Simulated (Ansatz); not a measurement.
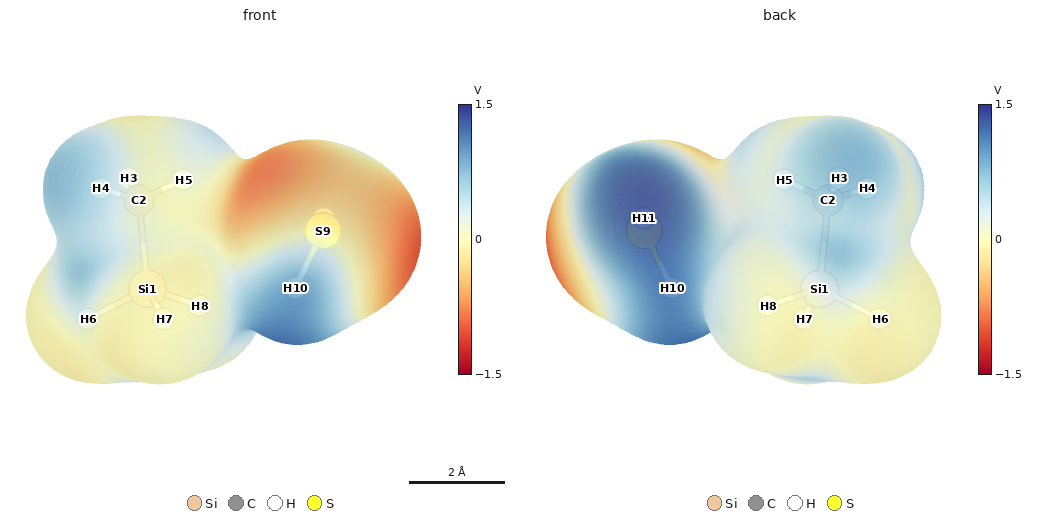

*CH6Si···H2S. The electrostatic potential painted on the density surface at 0.002 e/bohr³, seen from the front and from behind; red is negative and blue positive.*

Theory: Ansatz, RKS PBE-D4/6-31G*.

The calculation's input:

```
crystal:
  periodic: [false, false, false]
  atoms:
    - { symbol: Si, position_ang: [0.192632, -0.010984, 0.136833] }
    - { symbol: C, position_ang: [0.149049, -0.045809, 2.021325] }
    - { symbol: H, position_ang: [-0.55998, -0.793709, 2.425539] }
    - { symbol: H, position_ang: [1.149745, -0.324147, 2.405568] }
    - { symbol: H, position_ang: [-0.097535, 0.944537, 2.450282] }
    - { symbol: H, position_ang: [1.589782, -0.362277, -0.310129] }
    - { symbol: H, position_ang: [-0.133815, 1.335929, -0.432083] }
    - { symbol: H, position_ang: [-0.713675, -1.046663, -0.465193] }
    - { symbol: S, position_ang: [-3.009206, 0.766831, 0.84438] }
    - { symbol: H, position_ang: [-3.183489, -0.505268, 0.390714] }
    - { symbol: H, position_ang: [-2.127009, 0.35036, 1.825765] }
basis:
  gaussian: { orbitals: "6-31G*" }
hamiltonian:
  xc: pbe
  dispersion: d4
relax:
  f_tol: 0.03
  max_steps: 50
output:
  orbitals: {}
```

Launched as:

```sh
ansatz run input.yaml --threads 1 --pin off --max-ram 2048MiB --backend cpu --events-out ev --progress --plain --runs-dir out
```

The fields are those of the run's last geometry, not of the input's.

Describe the electrostatic potential map.

Answer. The most negative region (about −1.0 V) lies over S9, the most positive (about +1.3 V) over H11.
